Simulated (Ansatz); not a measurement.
# MoO3F− (SMILES [O]=[Mo-](=[O])(=[O])[F]) at 3 levels

Wanted: a comparison of 3 runs (HF/STO-3G, SVWN5/STO-3G, CCSD(T)/def2-SVP) of MoO3F−. 

The calculation is run with Ansatz 0.2.0.

3 further runs of the same task are left out: 2 for a known fault of the program, 1 set aside as unsound or not needed.

### Step 1. The molecule

MoO3F−: 5 atoms, total charge -1, spin state singlet. As SMILES, `[O]=[Mo-](=[O])(=[O])[F]`. The shape comes from GFN2-xTB, which is rough for such elements, and wasn't checked as a minimum.

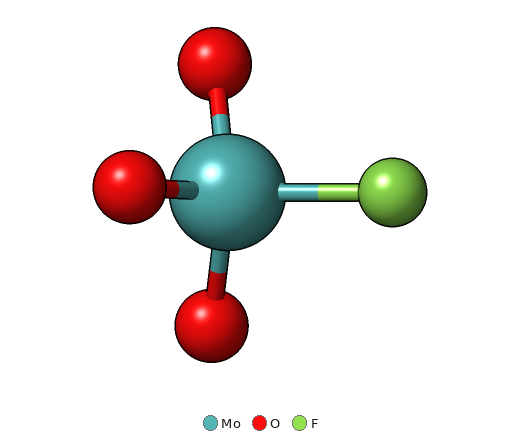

Viewed from a chosen angle; molybdenum teal, oxygen red, fluorine green.

### Step 2. Energy and gradient at HF/STO-3G (run 1)

job.yaml reads:

```yaml
crystal:
  periodic: [false, false, false]
  atoms:
    - symbol: Mo
      position_ang: [0.041450, 0.070700, 0.030300]
    - symbol: O
      position_ang: [0.012280, -0.015060, 1.689110]
    - symbol: O
      position_ang: [1.589010, 0.011560, -0.571660]
    - symbol: O
      position_ang: [-0.801750, 1.382660, -0.542530]
    - symbol: F
      position_ang: [-0.840990, -1.449860, -0.605210]
basis:
  gaussian: {orbitals: STO-3G}
total_charge: -1
magnetization: {spin_polarized: false}
hamiltonian: {xc: hf}
accuracy: high
output: {forces: true, orbitals: {seedname: orbitals}}
```

Started as:

```console
$ ansatz run job.yaml --threads 1 --pin off --max-ram 3480MiB --events-out events.jsonl --progress --plain --runs-dir runs
```

What it wrote:

```text
Warning: RAYON_NUM_THREADS=1 ignored (pool sized by the plan → 1); use --threads N
Functional definition: HF
  name "HF"
  exchange = exact_x
  correlation = 0
1029 factors; integrals over basis functions are off by at most 3.7e-9 eV
mean field evaluation 1: about -115786.6681 eV, gradient 6.8e1 eV
mean field evaluation 2: about -115786.7948 eV, gradient 6.8e1 eV
mean field evaluation 4: about -115800.0271 eV, gradient 2.9e0 eV
mean field evaluation 8: about -115800.0696 eV, gradient 2.8e-1 eV
mean field -115800.07029953 eV, -4255.5740914008 hartree, gradient 3.0e-8 eV, S^2 0.000000; 0 other end points of the search recorded, 0 dependent functions left out
the calculation of the forces begins
reference -115800.07029953 eV, -4255.5740914008 hartree; 38, 38 occupied and 9, 9 virtual orbitals, 1029 factors
Total energy: -115800.07029953 eV, -4255.5740914008 hartree
Atom 0 at     0.041450     0.070700     0.030300 Å, force    -1.080065    -1.856783    -0.808725 eV/Å
Atom 1 at     0.012280    -0.015060     1.689110 Å, force     0.168114     0.288191     0.134678 eV/Å
Atom 2 at     1.589010     0.011560    -0.571660 Å, force     0.163435     0.292422     0.127338 eV/Å
Atom 3 at    -0.801750     1.382660    -0.542530 Å, force     0.173661     0.297183     0.127103 eV/Å
Atom 4 at    -0.840990    -1.449860    -0.605210 Å, force     0.574855     0.978987     0.419606 eV/Å
Dipole moment:    -0.089969    -0.156393    -0.063596 e Å
```

Wall time 3.9 s (1 thread of Intel Xeon at 2.70GHz, shared host).

### Step 3. Energy and forces at SVWN5/STO-3G (run 2)

Changes to job.yaml since step 2:

```diff
@@ -16,4 +16,3 @@
 total_charge: -1
-magnetization: {spin_polarized: false}
-hamiltonian: {xc: hf}
+hamiltonian: {xc: {name: SVWN5}}
 accuracy: high
```

Started as:

```console
$ ansatz run job.yaml --threads 1 --pin off --max-ram 3480MiB --events-out events.jsonl --progress --plain --runs-dir runs
```

What it wrote, shortened:

```text
Warning: RAYON_NUM_THREADS=1 ignored (pool sized by the plan → 1); use --threads N
Functional definition: SVWN5
  name "SVWN5"
[...]
1029 factors; integrals over basis functions are off by at most 3.7e-9 eV
[...]
mean field -115705.81894787 eV, -4252.1104181133 hartree, gradient 7.7e-8 eV, S^2 0.000000; 0 other end points of the search recorded, 0 dependent functions left out
[...]
reference -115705.81894975 eV, -4252.1104181823 hartree; 38, 38 occupied and 9, 9 virtual orbitals, 1029 factors
Total energy: -115705.81894975 eV, -4252.1104181823 hartree
Atom 0 at     0.041450     0.070700     0.030300 Å, force    -2.703470    -4.667405    -1.971681 eV/Å
Atom 1 at     0.012280    -0.015060     1.689110 Å, force     0.205901     0.293484     3.040743 eV/Å
Atom 2 at     1.589010     0.011560    -0.571660 Å, force     2.903048     0.342713    -0.842028 eV/Å
Atom 3 at    -0.801750     1.382660    -0.542530 Å, force    -1.185113     2.697403    -0.793113 eV/Å
Atom 4 at    -0.840990    -1.449860    -0.605210 Å, force     0.779634     1.333805     0.566079 eV/Å
Dipole moment:    -0.127616    -0.220726    -0.091114 e Å
```

Run time: 5.1 s. Hardware: 1 thread of Intel Xeon at 2.70GHz, shared host.

### Step 4. Energy and forces at CCSD(T)/def2-SVP (core potential) (run 3)

in.yaml reads:

```yaml
crystal:
  periodic: [false, false, false]
  atoms:
    - {symbol: Mo, position_ang: [0.041450, 0.070700, 0.030300]}
    - {symbol: O, position_ang: [0.012280, -0.015060, 1.689110]}
    - {symbol: O, position_ang: [1.589010, 0.011560, -0.571660]}
    - {symbol: O, position_ang: [-0.801750, 1.382660, -0.542530]}
    - {symbol: F, position_ang: [-0.840990, -1.449860, -0.605210]}
basis:
  gaussian: {orbitals: def2-SVP}
total_charge: -1
correlation: {method: ccsd_t, frozen_orbitals: {F: 1, Mo: 0, O: 1}}
accuracy: high
scf: {omitted_lower_state_checks: [cluster_reference, increment]}
output: {forces: true, orbitals: {seedname: orbitals}}
```

Started as:

```console
$ ansatz run in.yaml --threads 1 --pin off --max-ram 3480MiB --events-out events.jsonl --progress --plain --runs-dir runs
```

What it wrote:

```text
Warning: RAYON_NUM_THREADS=1 ignored (pool sized by the plan → 1); use --threads N
[... 12 lines left out ...]
4 core orbitals not correlated: weight in the atoms' cores, before any rotation towards them, 1.000 or more for the frozen orbitals, at most 0.000 for the correlated occupied ones
[... 29 lines left out ...]
Total energy: -10682.96452926 eV, -392.5917052768 hartree
[... 5 lines left out ...]
Dipole moment:    -0.069529    -0.121071    -0.048804 e Å
Checks for a lower state left out: cluster_reference, increment
```

Wall time 4.7 min (1 thread of Intel Xeon at 2.70GHz, shared host); peak memory 0.93 GiB.

### Step 5. Overview of the runs

| run | level | core potential | frozen core orbitals | energy (Eh) | HOMO energy (eV) | LUMO energy (eV) | HOMO–LUMO gap (eV) | wall time |
| --- | --- | --- | --- | --- | --- | --- | --- | --- |
| 1 | HF/STO-3G | none | – | -4255.574091 | -1.07 | 14.65 | 15.72 | 3.9 s |
| 2 | SVWN5/STO-3G | none | – | -4252.110418 | 4.96 | 10.34 | 5.38 | 5.1 s |
| 3 | CCSD(T)/def2-SVP (core potential) | def2-SVP | 4 | -392.591705 | -7.42 | 6.55 | 13.97 | 4.7 min |

### Step 6. What came out

| quantity | value |
| --- | --- |
| run 3: total energy | -392.59171 Eh |
| run 3: HOMO energy (Hartree–Fock orbitals) | -7.42 eV |
| run 3: LUMO energy (Hartree–Fock orbitals) | 6.55 eV |
| run 3: HOMO–LUMO gap (to an unbound level, set by the basis) | 13.97 eV |
| run 3: correlation energy (4 core orbitals frozen) | -1175.6 mEh |
| run 3: (T) correction | -55.47 mEh |
| run 3: T1 diagnostic | 0.022 |
| run 3: largest force on an atom | 4.618 eV/Å |

Some runs of one species differ in core potentials or relativity; totals across that change don't compare. In run 2 the HOMO lies above zero, so the outermost electron may be held by the basis alone. In runs 1, 2 the basis is minimal, so the values are rough. In runs 1, 2 relativity is left out where basis or elements ask for it. All runs together took 4.9 min, the longest 4.7 min.
